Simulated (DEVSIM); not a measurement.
Structure: In0.49Ga0.51P/GaAs n-p heterojunction, at 300 K.

```
layer (left to right)       material  thickness (μm)  Nd (cm⁻³)  Na (cm⁻³)   τn (s)   τp (s)
---------------------  -------------  --------------  ---------  ---------  -------  -------
1                      In0.49Ga0.51P           0.240     8.1e16          -  5.3e-10  5.3e-10
2                               GaAs           0.820          -     1.9e16  5.3e-10  5.3e-10
```

Left contact: ohmic. Right contact: ohmic. Voltage is applied to the left contact. Recombination: SRH at mid-gap, Auger. Mobility is μmin + (μ − μmin)/(1 + (N/Nref)^α).

The device is made up for the run: typed textbook-type constants, with dimensions and the other settings drawn at random. Values at 300 K.

```
parameter      In0.49Ga0.51P    GaAs
-------------  -------------  ------
gap (eV)                1.89   1.424
affinity (eV)              4    4.07
permittivity            11.8    12.9
Nc (cm⁻³)               9e17  4.7e17
Nv (cm⁻³)             1.3e19    9e18
μn (cm²/Vs)             1500    8500
μp (cm²/Vs)               80     400
μn,min                   400     500
μp,min                    15      20
Nref,n                  2e16    6e16
Nref,p                1.5e17  1.5e17
αn                       0.7    0.39
αp                       0.8    0.38
Cn (cm⁶/s)             3e-30   1e-30
Cp (cm⁶/s)             3e-30   1e-30
```

Simulated with DEVSIM: 1D drift-diffusion, Boltzmann statistics, complete ionisation; no tunnelling, impact ionisation, image-force lowering or self-heating. Band offsets follow the typed affinities; no thermionic-emission limit at abrupt steps, no polarisation charge.

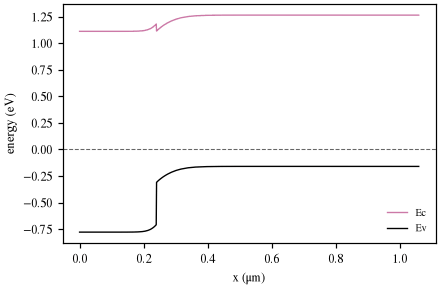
*Band edges at -1.05 V on the left contact*

Energies count from the Fermi level of the right contact; mesh points crowd at the junctions.

| x (μm) | Ec (eV) | Ev (eV) | n (cm⁻³) | p (cm⁻³) | field (V/cm) |
|---|---|---|---|---|---|
| 0.000 | 1.112 | -0.778 | 8.1e16 | < 1e2 | ≈ 0 |
| 0.004737 | 1.112 | -0.778 | 8.1e16 | 22000 | ≈ 0 |
| 0.01395 | 1.112 | -0.778 | 8.1e16 | 65000 | ≈ 0 |
| 0.03188 | 1.112 | -0.778 | 8.1e16 | 150000 | ≈ 0 |
| 0.08230 | 1.112 | -0.778 | 8.1e16 | 390000 | ≈ 0 |
| 0.1500 | 1.112 | -0.778 | 8.0e16 | 740000 | 150 |
| 0.1962 | 1.117 | -0.773 | 6.6e16 | 1200000 | 3500 |
| 0.2244 | 1.143 | -0.747 | 2.5e16 | 3600000 | 18000 |
| 0.2344 | 1.166 | -0.724 | 1.0e16 | 8700000 | 28000 |
| 0.2396 | 1.181 | -0.709 | 5.5e15 | 1.6e7 | 34000 |
| 0.2437 | 1.124 | -0.300 | 2.7e16 | 8.1e13 | 28000 |
| 0.2559 | 1.155 | -0.269 | 8.1e15 | 2.7e14 | 23000 |
| 0.2763 | 1.194 | -0.230 | 1.8e15 | 1.2e15 | 16000 |
| 0.3169 | 1.240 | -0.184 | 3.0e14 | 7.2e15 | 7100 |
| 0.4420 | 1.264 | -0.160 | 9.9e13 | 1.9e16 | 170 |
| 0.6458 | 1.265 | -0.159 | 6.5e13 | 1.9e16 | ≈ 0 |
| 0.8383 | 1.265 | -0.159 | 3.5e13 | 1.9e16 | ≈ 0 |
| 0.9507 | 1.265 | -0.159 | 1.7e13 | 1.9e16 | ≈ 0 |
| 1.020 | 1.265 | -0.159 | 6.3e12 | 1.9e16 | ≈ 0 |
| 1.042 | 1.265 | -0.159 | 2.8e12 | 1.9e16 | ≈ 0 |
| 1.053 | 1.265 | -0.159 | 1.0e12 | 1.9e16 | ≈ 0 |
| 1.060 | 1.265 | -0.159 | < 1e2 | 1.9e16 | ≈ 0 |
